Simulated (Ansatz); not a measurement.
# BSiH5 (BH2(SiH3)): r2SCAN0/STO-3G

Aim: the electronic atomisation energy of BSiH5 (BH2(SiH3)) at r2SCAN0/STO-3G, from 4 runs. 

The calculation is run with Ansatz 0.2.0.

49 further runs of the same task are left out: 1 that didn't finish, 48 set aside as unsound or not needed.

## Step 1: Starting point

BSiH5: 7 atoms, total charge 0, spin state singlet. SMILES: `[H]B([H])[SiH3]`. The coordinates come from a GFN2-xTB relaxation.

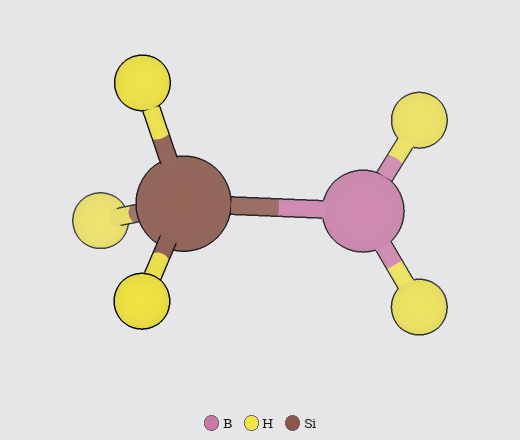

Viewed from a chosen angle; boron pink, hydrogen yellow, silicon brown.

## Step 2: A single-point energy at r2SCAN0/STO-3G

Input file run.yaml:

```yaml
crystal:
  periodic: [false, false, false]
  atoms:
    - {symbol: B, position_ang: [0.595540, 1.038560, 0.005960]}
    - {symbol: H, position_ang: [1.765140, 1.076930, 0.027400]}
    - {symbol: H, position_ang: [0.039220, 2.066980, -0.048000]}
    - {symbol: Si, position_ang: [-0.377680, -0.657970, 0.018400]}
    - {symbol: H, position_ang: [-1.713750, -0.605710, 0.632990]}
    - {symbol: H, position_ang: [0.300530, -1.764180, 0.713070]}
    - {symbol: H, position_ang: [-0.608990, -1.154610, -1.349820]}
basis:
  gaussian:
    orbitals: STO-3G
total_charge: 0
hamiltonian:
  xc: {name: r2SCAN0}
accuracy: high
```

Run with:

```console
$ ansatz run run.yaml --threads 1 --pin off --max-ram 2610MiB --events-out events.jsonl --progress --plain --runs-dir runs
```

Output:

```text
Warning: RAYON_NUM_THREADS=1 ignored (pool sized by the plan → 1); use --threads N
Functional definition: r2SCAN0
  name "r2SCAN0"
  parameter a = 0.25
  parameter k0 = 0.174
  parameter k1 = 0.065
  parameter a1 = 4.9479
  exchange = (1 - a)*r2scan_x(k0 = k0, k1 = k1, a1 = a1) + a*exact_x
  correlation = r2scan_c
333 factors; integrals over basis functions are off by at most 1.3e-8 eV
mean field evaluation 1: about -8532.7577 eV, gradient 1.2e1 eV
mean field evaluation 2: about -8533.1399 eV, gradient 6.0e0 eV
mean field evaluation 4: about -8533.2720 eV, gradient 2.6e-1 eV
mean field evaluation 8: about -8533.2081 eV, gradient 1.0e-3 eV
mean field evaluation 16: about -8533.2081 eV, gradient 7.3e-9 eV
mean field -8533.20808233 eV, -313.5896130093 hartree, gradient 7.2e-9 eV, S^2 0.000000; 0 other end points of the search recorded, 0 dependent functions left out
reference -8533.20808268 eV, -313.5896130224 hartree; 12, 12 occupied and 7, 7 virtual orbitals, 333 factors
Total energy: -8533.20808268 eV, -313.5896130224 hartree
```

Wall time 2.4 s (1 thread of Arm Neoverse V2, shared host); peak memory 0.14 GiB.

## Step 3: The B atom

Input file molecule.yaml:

```yaml
crystal:
  periodic: [false, false, false]
  atoms:
    - {symbol: B, position_ang: [0.000000, 0.000000, 0.000000]}
basis:
  gaussian: {orbitals: STO-3G}
total_charge: 0
magnetization: {spin_polarized: true, initial_magnetization: 1}
hamiltonian: {xc: {name: r2SCAN0}}
accuracy: high
```

Run the same way, it converges to -24.25616 Eh (log not shown).

## Step 4: The H atom

Input file run.yaml:

```yaml
basis:
  gaussian:
    orbitals: STO-3G
crystal:
  periodic: [false, false, false]
  atoms:
    - {symbol: H, position_ang: [0.000000, 0.000000, 0.000000]}
total_charge: 0
magnetization:
  spin_polarized: true
  initial_magnetization: 1
hamiltonian:
  xc: {name: r2SCAN0}
accuracy: high
```

Run with:

```console
$ ansatz run run.yaml --threads 1 --pin off --max-ram 2610MiB --events-out events.jsonl --progress --plain --runs-dir runs
```

Output, shortened:

```text
Warning: RAYON_NUM_THREADS=1 ignored (pool sized by the plan → 1); use --threads N
[... 8 set-up lines as earlier in the session ...]
1 factors; integrals over basis functions are off by at most 4.6e-10 eV
mean field evaluation 1: about -12.6938 eV, gradient 0.0e0 eV
mean field evaluation 2: about -12.6938 eV, gradient 0.0e0 eV
mean field -12.69384000 eV, -0.4664900157 hartree, gradient 0.0e0 eV, S^2 0.750000; 0 other end points of the search recorded, 0 dependent functions left out
reference -12.69384034 eV, -0.4664900281 hartree; 1, 0 occupied and 0, 1 virtual orbitals, 1 factors
Total energy: -12.69384034 eV, -0.4664900281 hartree
```

It took 0.28 s on 1 thread of Arm Neoverse V2, shared host.

## Step 5: The Si atom, same level

Input file run.yaml:

```yaml
crystal:
  periodic: [false, false, false]
  atoms:
    - symbol: Si
      position_ang: [0.000000, 0.000000, 0.000000]
basis:
  gaussian:
    orbitals: STO-3G
magnetization:
  spin_polarized: true
  initial_magnetization: 2
hamiltonian:
  xc: {name: r2SCAN0}
accuracy: high
```

Run the same way, it converges to -285.92557 Eh (log not shown).

## Step 6: Outcome

Level: r2SCAN0/STO-3G.

| quantity | value |
| --- | --- |
| molecule: total energy | -313.58961 Eh |
| B atom: total energy | -24.25616 Eh |
| B atom: ⟨S²⟩ | 0.750 |
| H atom: total energy | -0.46649 Eh |
| H atom: ⟨S²⟩ | 0.750 |
| Si atom: total energy | -285.92557 Eh |
| Si atom: ⟨S²⟩ | 2.000 |
| electronic atomisation energy | 29.264 eV |

What this shows: Taking the molecule apart into free atoms costs 29.26 eV (675 kcal/mol), before zero-point energy and without spin-orbit coupling. In a minimal basis such a difference can be off by several eV, whatever the method.
